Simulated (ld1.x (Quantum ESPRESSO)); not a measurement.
# Tungsten: generating and testing a PAW potential

Aim: build the potential from the settings below, then test how well it stands in for the atom: other configurations, scattering, ghost states and the plane-wave cutoff that it needs.

The numbers are computed with ld1.x (Quantum ESPRESSO) 7.5 (PBE, scalar-relativistic, spin-unpolarised reference atom).

## (1) The design

Typed settings, in words:

```json
{
  "element": "tungsten (W, Z = 74)",
  "type": "PAW",
  "frozen core": "[Xe] 4f14",
  "valence charge": "6",
  "reference configuration": "5d4 6s2 6p0",
  "partial waves": "6s (bound): rcut 1.95, rcutus 2.60 bohr; 6s channel at 4.9 Ry: rcut 1.95, rcutus 2.60 bohr; 6p (bound, empty): rcut 2.40, rcutus 3.05 bohr; 6p channel at 0.55 Ry: rcut 2.40, rcutus 3.05 bohr; 5d (bound): rcut 2.25, rcutus 2.90 bohr; 5d channel at 0.01 Ry: rcut 2.25, rcutus 2.90 bohr",
  "local potential": "all-electron potential smoothed inside 2.05 bohr (lloc = -2)",
  "core correction": "not asked for",
  "augmentation charge": "BESSEL, radius 1.70 bohr"
}
```

## (2) Generating the potential

File W.in:

```
 &input
   title='W', zed=74., rel=1, dft='PBE', iswitch=3,
   config='[Xe] 4f14 5d4 6s2 6p0',
   nld=3, rlderiv=3.30, eminld=-2.0, emaxld=5.0, deld=0.02
 /
 &inputp
   pseudotype=3, lpaw=.true., tm=.true., lloc=-2, rcloc=2.05,
   nlcc=.false.,
   which_augfun='BESSEL', rmatch_augfun=1.70,
   file_pseudopw='W.UPF', file_wfcaegen='ae.wfc', file_wfcncgen='nc.wfc', file_beta='beta', file_chi='chi', file_wfcusgen='us.wfc'
 /
6
6S  1  0   2.00   0.00  1.95  2.60  0.0
6S  1  0   0.00   4.90  1.95  2.60  0.0
6P  2  1   0.00   0.00  2.40  3.05  0.0
6P  2  1   0.00   0.55  2.40  3.05  0.0
5D  3  2   4.00   0.00  2.25  2.90  0.0
5D  3  2   0.00   0.01  2.25  2.90  0.0
 &test
   configts(1)='5d4 6s2 6p0'
 /
```

Command:

```bash
$ ld1.x < W.in > W.out
```

Output in W.out (without the banner and most projector matrices):

```text
     Program LD1 v.7.5
     --------------------------- All-electron run ----------------------------

     W
     scalar relativistic calculation

     atomic number is 74.00
     dft =PBE   lsd =0 sic =0 latt =0  beta=0.20 tr2=1.0E-14
     Exchange-correlation= PBE
                           (   1   4   3   4   0   0   0)
     mesh =1273 r(mesh) =  99.08072 a.u. xmin = -7.00 dx = 0.01250
     1 Ry =  13.60569312 eV, c = 137.03599908

     n l     nl                  e(Ry)          e(Ha)          e(eV)
     1 0     1S 1( 2.00)     -5108.0325     -2554.0163    -69498.3227
     2 0     2S 1( 2.00)      -881.6250      -440.8125    -11995.1197
     2 1     2P 1( 6.00)      -770.9375      -385.4687    -10489.1389
     3 0     3S 1( 2.00)      -203.0444      -101.5222     -2762.5605
     3 1     3P 1( 6.00)      -170.2715       -85.1358     -2316.6624
     4 0     4S 1( 2.00)       -41.8880       -20.9440      -569.9155
     4 1     4P 1( 6.00)       -31.1402       -15.5701      -423.6836
     3 2     3D 1(10.00)      -132.6048       -66.3024     -1804.1802
     5 0     5S 1( 2.00)        -5.8117        -2.9059       -79.0726
     5 1     5P 1( 6.00)        -3.1753        -1.5876       -43.2016
     4 2     4D 1(10.00)       -17.5243        -8.7621      -238.4301
     4 3     4F 1(14.00)        -2.4407        -1.2203       -33.2069
     5 2     5D 1( 4.00)        -0.3293        -0.1646        -4.4800
     6 0     6S 1( 2.00)        -0.4199        -0.2099        -5.7127
     6 1     6P 1( 0.00)        -0.1001        -0.0500        -1.3613

     final scf error:  6.9E-15 reached in  30 iterations

     Etot =  -32285.036163 Ry,  -16142.518081 Ha, -439260.294494 eV

     Ekin =   35580.599384 Ry,   17790.299692 Ha,  484098.716355 eV
     Encl =  -79832.739882 Ry,  -39916.369941 Ha,-1086179.759998 eV
     Eh   =   12612.479938 Ry,    6306.239969 Ha,  171601.531560 eV
     Exc  =    -645.375604 Ry,    -322.687802 Ha,   -8780.782411 eV

     normalization and overlap integrals

     s(1S/1S) =  1.000000  <r> =   0.0183  <r2> =    0.0005  r(max) =   0.0115
     s(2S/2S) =  1.000000  <r> =   0.0776  <r2> =    0.0071  r(max) =   0.0653
     s(2P/2P) =  1.000000  <r> =   0.0694  <r2> =    0.0059  r(max) =   0.0541
     s(3S/3S) =  1.000000  <r> =   0.2010  <r2> =    0.0462  r(max) =   0.1842
     s(3P/3P) =  1.000000  <r> =   0.2013  <r2> =    0.0470  r(max) =   0.1842
     s(4S/4S) =  1.000000  <r> =   0.4495  <r2> =    0.2281  r(max) =   0.4204
     s(4P/4P) =  1.000000  <r> =   0.4780  <r2> =    0.2599  r(max) =   0.4419
     s(3D/3D) =  1.000000  <r> =   0.1824  <r2> =    0.0390  r(max) =   0.1490
     s(5S/5S) =  1.000000  <r> =   1.0670  <r2> =    1.2795  r(max) =   0.9593
     s(5P/5P) =  1.000000  <r> =   1.2493  <r2> =    1.7716  r(max) =   1.0870
     s(4D/4D) =  1.000000  <r> =   0.5113  <r2> =    0.3030  r(max) =   0.4531
     s(4F/4F) =  1.000000  <r> =   0.6078  <r2> =    0.4644  r(max) =   0.4310
     s(5D/5D) =  1.000000  <r> =   2.0741  <r2> =    5.2814  r(max) =   1.4858
     s(6S/6S) =  1.000000  <r> =   3.1762  <r2> =   11.5366  r(max) =   2.6736
     s(6P/6P) =  1.000000  <r> =   4.8422  <r2> =   27.6044  r(max) =   3.7469

     ------------------------ End of All-electron run ------------------------

     --------------------- Generating PAW atomic setup --------------------

      Generating local potential from pseudized AE potential:
      Matching radius rcloc =   2.0500
      Enforcing V''(0)=0 (lloc=-2)

      Local pseudo, rcloc= 2.056 Estimated cut-off energy=     7.73 Ry

      Computing core charge for PAW:

       r > 1.58 : true rho core
       r < 1.58 : rho core = a sin(br)/r    a=   6.15  b=   1.68

      Integrated core pseudo-charge :   7.68
      Wfc-us  6S rcutus= 2.575  Estimated cut-off energy=     6.61 Ry
      Wfc-us  6S rcutus= 2.575  Estimated cut-off energy=    15.95 Ry
      Wfc-us  6P rcutus= 3.068  Estimated cut-off energy=     7.64 Ry
      Wfc-us  6P rcutus= 3.068  Estimated cut-off energy=     8.56 Ry
      Wfc-us  5D rcutus= 2.918  Estimated cut-off energy=    13.79 Ry
      Wfc-us  5D rcutus= 2.918  Estimated cut-off energy=    18.50 Ry

     Required augmentation: BESSEL   radius:    1.700000
     Suggested rho cutoff for augmentation:  34.16 Ry

     Estimated PAW energy = -654.361744 Ryd

     The PAW screened D coefficients
     0.61499     0.41437     0.00000     0.00000     0.00000     0.00000
     0.41437     0.52021     0.00000     0.00000     0.00000     0.00000
     0.00000     0.00000     0.14428     0.20625     0.00000     0.00000
     0.00000     0.00000     0.20625     0.29510     0.00000     0.00000
     0.00000     0.00000     0.00000     0.00000    -0.44820    -0.24441
     0.00000     0.00000     0.00000     0.00000    -0.24441    -0.13926

     The PAW descreened D coefficients (US)
     0.42100     0.51543     0.00000     0.00000     0.00000     0.00000
     0.51543     0.90141     0.00000     0.00000     0.00000     0.00000
     0.00000     0.00000     0.11447     0.13766     0.00000     0.00000
     0.00000     0.00000     0.13766     0.16477     0.00000     0.00000
     0.00000     0.00000     0.00000     0.00000     2.02345     1.24213
     0.00000     0.00000     0.00000     0.00000     1.24213     0.75702

     ------------------- End of pseudopotential generation -------------------

     [... the all-electron block is printed once more ...]


     Computing logarithmic derivative in   3.28611
     Computing logarithmic derivative in   3.28611
     Computing the partial wave expansion
     R is outside the sphere for l=    0 j= 0.00
     R is outside the sphere for l=    0 j= 0.00
     R is outside the sphere for l=    1 j= 0.00
     R is outside the sphere for l=    1 j= 0.00
     R is outside the sphere for l=    2 j= 0.00
     R is outside the sphere for l=    2 j= 0.00

     ---------------------- Testing the pseudopotential ----------------------

     W
     scalar relativistic calculation

     atomic number is 74.00   valence charge is  6.00
     dft = SLA  PW   PBX  PBC   lsd =0 sic =0 latt =0  beta=0.20 tr2=1.0E-14
     mesh =1273 r(mesh) =  99.08072 xmin = -7.00 dx = 0.01250

     n l     nl             e AE (Ry)        e PS (Ry)    De AE-PS (Ry)
     3 2     5D   1( 4.00)       -0.32927       -0.32926       -0.00002
     1 0     6S   1( 2.00)       -0.41988       -0.41985       -0.00002
     2 1     6P   1( 0.00)       -0.10005       -0.10003       -0.00002

     eps = 1.6E-16  iter =  6

     Etot =  -32285.036163 Ry,  -16142.518081 Ha, -439260.294494 eV
     Etotps =  -654.361657 Ry,    -327.180829 Ha,   -8903.043903 eV

     Ekin =      44.124690 Ry,      22.062345 Ha,     600.346997 eV
     Encl =     -66.601360 Ry,     -33.300680 Ha,    -906.157664 eV
     Ehrt =      13.490337 Ry,       6.745168 Ha,     183.545384 eV
     Ecxc =    -645.375325 Ry,    -322.687662 Ha,   -8780.778620 eV

     ---------------------- End of pseudopotential test ----------------------
```

Run time: 3.5 s. Hardware: 1 thread of Intel Xeon Platinum 8488C, shared host. This counts the later configuration tests of the new file too.

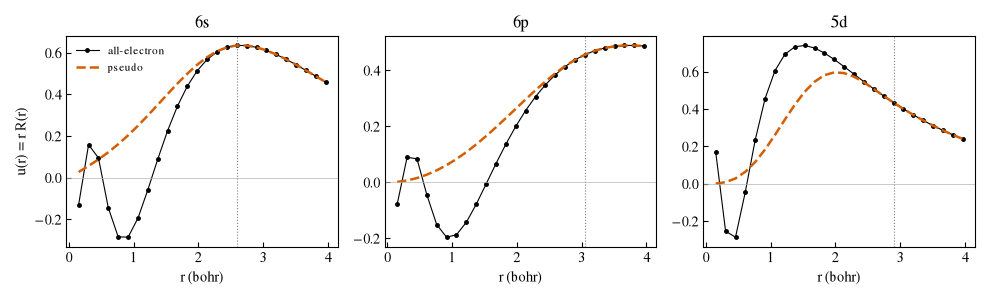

Bound waves of the atom and their pseudo partners (6s, 6p, 5d), with the matching radii dotted. The curves join 26 sampled radii, too few to resolve the innermost nodes.

## (3) Testing the new file in other configurations

File W.test.in:

```
 &input
   title='W', zed=74., rel=1, dft='PBE', iswitch=2,
   config='[Xe] 4f14 5d4 6s2 6p0'
 /
 &test
   file_pseudo='W.UPF', nconf=8,
   configts(1)='5d4 6s2 6p0',
   configts(2)='5d4 6s1 6p0',
   configts(3)='5d4 6s0 6p0',
   configts(4)='5d3 6s0 6p0',
   configts(5)='5d4 6s1.5 6p0',
   configts(6)='5d4 6s0 6p1',
   configts(7)='5d3 6s2 6p0',
   configts(8)='5d5 6s0 6p0'
 /
```

Command:

```bash
$ ld1.x < W.test.in > W.test.out
```

W.test.out, the pseudopotential blocks:

```text
     ---------------------- Testing the pseudopotential ----------------------

     W
     scalar relativistic calculation

     atomic number is 74.00   valence charge is  6.00
     dft =SLA  PW   PBX  PBC   lsd =0 sic =0 latt =0  beta=0.20 tr2=1.0E-14
     mesh =1273 r(mesh) =  99.08072 xmin = -7.00 dx = 0.01250

     n l     nl             e AE (Ry)        e PS (Ry)    De AE-PS (Ry)
     3 2     5D   1( 4.00)       -0.32927       -0.32926       -0.00002
     1 0     6S   1( 2.00)       -0.41988       -0.41985       -0.00002
     2 1     6P   1( 0.00)       -0.10005       -0.10003       -0.00002

     eps = 1.6E-16  iter =  6

     Etot =  -32285.036163 Ry,  -16142.518081 Ha, -439260.294494 eV
     Etotps =  -654.361657 Ry,    -327.180829 Ha,   -8903.043903 eV

     Ekin =      44.124690 Ry,      22.062345 Ha,     600.346997 eV
     Encl =     -66.601360 Ry,     -33.300680 Ha,    -906.157664 eV
     Ehrt =      13.490337 Ry,       6.745168 Ha,     183.545384 eV
     Ecxc =    -645.375325 Ry,    -322.687662 Ha,   -8780.778620 eV

     ---------------------- End of pseudopotential test ----------------------

     ---------------------- Testing the pseudopotential ----------------------

     W
     [...]
     n l     nl             e AE (Ry)        e PS (Ry)    De AE-PS (Ry)
     3 2     5D   1( 4.00)       -0.86192       -0.86158       -0.00035
     1 0     6S   1( 1.00)       -0.89530       -0.89523       -0.00007
     2 1     6P   1( 0.00)       -0.50053       -0.50021       -0.00032

     eps = 8.1E-15  iter = 10

     Etot =  -32284.383265 Ry,  -16142.191633 Ha, -439251.411371 eV
     Etotps =  -653.708571 Ry,    -326.854286 Ha,   -8894.158211 eV
     dEtot_ae =       0.652898 Ry
     dEtot_ps =       0.653086 Ry,   Delta E=      -0.000189 Ry

     [...]
     ---------------------- End of pseudopotential test ----------------------

     ---------------------- Testing the pseudopotential ----------------------

     W
     [...]
     n l     nl             e AE (Ry)        e PS (Ry)    De AE-PS (Ry)
     3 2     5D   1( 4.00)       -1.46122       -1.46570        0.00447
     1 0     6S   1( 0.00)       -1.41739       -1.42052        0.00312
     2 1     6P   1( 0.00)       -0.95514       -0.95638        0.00124

     eps = 8.7E-15  iter = 18

     Etot =  -32283.230847 Ry,  -16141.615423 Ha, -439235.731921 eV
     Etotps =  -652.554911 Ry,    -326.277456 Ha,   -8878.461870 eV
     dEtot_ae =       1.805316 Ry
     dEtot_ps =       1.806746 Ry,   Delta E=      -0.001430 Ry

     [...]
     ---------------------- End of pseudopotential test ----------------------

     ---------------------- Testing the pseudopotential ----------------------

     W
     [...]
     n l     nl             e AE (Ry)        e PS (Ry)    De AE-PS (Ry)
     3 2     5D   1( 3.00)       -2.28639       -2.31470        0.02831  !
     1 0     6S   1( 0.00)       -2.08186       -2.11050        0.02865  !
     2 1     6P   1( 0.00)       -1.53018       -1.48248       -0.04770  !

     eps = 8.7E-15  iter = 11

     Etot =  -32281.365306 Ry,  -16140.682653 Ha, -439210.349951 eV
     Etotps =  -650.673878 Ry,    -325.336939 Ha,   -8852.869111 eV
     dEtot_ae =       3.670856 Ry
     dEtot_ps =       3.687779 Ry,   Delta E=      -0.016923 Ry

     [...]
     ---------------------- End of pseudopotential test ----------------------

     ---------------------- Testing the pseudopotential ----------------------

     W
     [...]
     n l     nl             e AE (Ry)        e PS (Ry)    De AE-PS (Ry)
     3 2     5D   1( 4.00)       -0.58620       -0.58585       -0.00035
     1 0     6S   1( 1.50)       -0.65091       -0.65089       -0.00003
     2 1     6P   1( 0.00)       -0.29183       -0.29174       -0.00009

     eps = 2.7E-15  iter =  9

     Etot =  -32284.769172 Ry,  -16142.384586 Ha, -439256.661901 eV
     Etotps =  -654.094586 Ry,    -327.047293 Ha,   -8899.410210 eV
     dEtot_ae =       0.266991 Ry
     dEtot_ps =       0.267071 Ry,   Delta E=      -0.000081 Ry

     [...]
     ---------------------- End of pseudopotential test ----------------------

     ---------------------- Testing the pseudopotential ----------------------

     W
     [...]
     n l     nl             e AE (Ry)        e PS (Ry)    De AE-PS (Ry)
     3 2     5D   1( 4.00)       -0.95514       -0.95656        0.00143
     1 0     6S   1( 0.00)       -0.96177       -0.96252        0.00075
     2 1     6P   1( 1.00)       -0.55469       -0.55496        0.00027

     eps = 3.3E-15  iter = 15

     Etot =  -32283.982473 Ry,  -16141.991236 Ha, -439245.958312 eV
     Etotps =  -653.307328 Ry,    -326.653664 Ha,   -8888.699022 eV
     dEtot_ae =       1.053690 Ry
     dEtot_ps =       1.054329 Ry,   Delta E=      -0.000639 Ry

     [...]
     ---------------------- End of pseudopotential test ----------------------

     ---------------------- Testing the pseudopotential ----------------------

     W
     [...]
     n l     nl             e AE (Ry)        e PS (Ry)    De AE-PS (Ry)
     3 2     5D   1( 3.00)       -0.99174       -0.99470        0.00297
     1 0     6S   1( 2.00)       -0.96542       -0.96602        0.00059
     2 1     6P   1( 0.00)       -0.54328       -0.54258       -0.00070

     eps = 5.2E-15  iter = 10

     Etot =  -32284.387175 Ry,  -16142.193588 Ha, -439251.464568 eV
     Etotps =  -653.711570 Ry,    -326.855785 Ha,   -8894.199017 eV
     dEtot_ae =       0.648988 Ry
     dEtot_ps =       0.650087 Ry,   Delta E=      -0.001099 Ry

     [...]
     ---------------------- End of pseudopotential test ----------------------

     ---------------------- Testing the pseudopotential ----------------------

     W
     [...]
     n l     nl             e AE (Ry)        e PS (Ry)    De AE-PS (Ry)
     3 2     5D   1( 5.00)       -0.74575       -0.74116       -0.00459
     1 0     6S   1( 0.00)       -0.83049       -0.83017       -0.00032
     2 1     6P   1( 0.00)       -0.46085       -0.46043       -0.00042

     eps = 9.9E-15  iter = 10

     Etot =  -32284.323829 Ry,  -16142.161914 Ha, -439250.602699 eV
     Etotps =  -653.646639 Ry,    -326.823319 Ha,   -8893.315580 eV
     dEtot_ae =       0.712334 Ry
     dEtot_ps =       0.715019 Ry,   Delta E=      -0.002685 Ry

     [...]
     ---------------------- End of pseudopotential test ----------------------
```

The tests as a table, with energies relative to 5d4 6s2 6p0.

| valence configuration | charge | ΔE all-electron (eV) | error AE − PS (meV) |
| --- | --- | --- | --- |
| 5d4 6s1 6p0 | +1 | 8.883 | -2.6 |
| 5d4 6s0 6p0 | +2 | 24.563 | -19 |
| 5d3 6s0 6p0 | +3 | 49.945 | -230 |
| 5d4 6s1.5 6p0 | +0.5 | 3.633 | -1.1 |
| 5d4 6s0 6p1 | +1 | 14.336 | -8.7 |
| 5d3 6s2 6p0 | +1 | 8.830 | -15 |
| 5d5 6s0 6p0 | +1 | 9.692 | -37 |

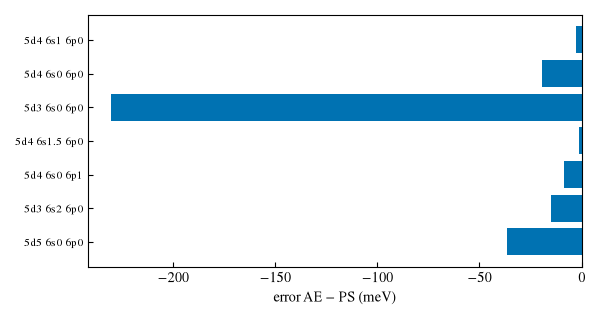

Error of the potential in each test configuration.

## (4) Scattering by logarithmic derivatives

Taken from the files of the generation run. The phase is arctan(r·u′/u) with u = r·R, unwrapped, with energies in Ry. A pole is an energy at which the radial function vanishes at the test radius. The pseudo phase is shifted by a multiple of π to meet the all-electron one at the reference energy. Levels narrower than the energy grid can be missing from the poles. The last column is the largest difference on the grid between −1 and +1 Ry.

| channel | radius (bohr) | reference (Ry) | poles AE | poles PS | window around the reference with phases within 0.05 rad (Ry) | largest difference near zero (rad) |
| --- | --- | --- | --- | --- | --- | --- |
| s | 3.29 | -0.42 | 0.58 | 0.55, 2.46 | below 1.7 | 0.009 |
| p | 3.29 | -0.10 | 1.68 | 1.63, 2.58 | below 2.1 | 0.001 |
| d | 3.29 | -0.33 | -0.10, 3.68 | -0.10, 3.75 | the whole range | 0.001 |

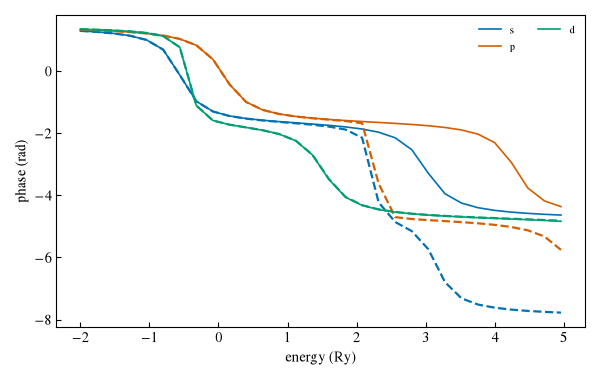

Phases by channel: all-electron solid, pseudo dashed.

## (5) Cutoff and ghost test in a Bessel basis

A separate test, outside the generator: the pseudo-atom's Hamiltonian at the reference potential is diagonalised in spherical Bessel functions j_l(qr) that vanish at 20 bohr, with q² up to the cutoff.

All-electron valence levels (Ry): 6s -0.4199, 6p -0.1001, 5d -0.3293. The lowest levels of each channel (Ry) by cutoff; the last column sums, over occupied levels, occupation times the distance from the level at 400 Ry. A positive value at high cutoff is not a bound level.

```tsv
cutoff (Ry)	s #1	p #1	d #1	f #1	Σ f·Δε (mRy)
8	-0.4197	-0.1000	-0.3152	0.1094	56.5
10	-0.4198	-0.1000	-0.3267	0.1094	10.5
12	-0.4199	-0.1001	-0.3289	0.1094	1.5
15	-0.4199	-0.1001	-0.3290	0.1094	1.1
18	-0.4199	-0.1001	-0.3292	0.1094	0.5
21	-0.4199	-0.1001	-0.3292	0.1094	0.2
25	-0.4199	-0.1001	-0.3292	0.1094	0.1
400	-0.4199	-0.1001	-0.3293	0.1094	0.0
```

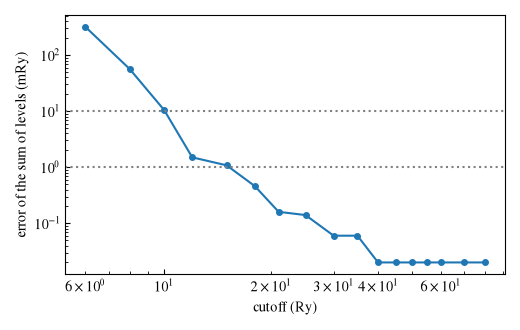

Occupation-weighted error of the valence levels against the cutoff; the dotted lines mark 10 and 1 mRy.

The sum stays within 10 mRy from 12 Ry and within 1 mRy from 18 Ry. The sum leaves out empty levels, which can need more. Ghost test: no level below the all-electron spectrum of its channel (s, p, d, f tested).

## (6) Results

| quantity | value |
| --- | --- |
| cutoffs for 10 and 1 mRy, occupied levels | 12 Ry and 18 Ry |
| bound ghosts | none found |
| largest test error (AE − PS) | -230 meV, for 5d3 6s0 6p0 |
| largest phase difference near zero energy, channels read | 0.009 rad |
| lowest eigenvalue of the overlap (Bessel basis) | 0.542 (p) |

What this shows: By total energies transferability is poor: the largest error is 230 meV on 49.9 eV, for 5d3 6s0 6p0. That test lies far up in energy; among those under 40 eV, nearer to bonding, the largest error is 37 meV. By its cutoff, 12 Ry for the looser tolerance, it is soft on the atom at that tolerance. The slowest occupied level is 5d: taken alone it needs 12 Ry to come within 1 mRy, against 6 Ry or less for 6s. It is free of bound ghosts as far as tested. Near zero energy the phases of the channels with partial waves agree within 0.009 rad.
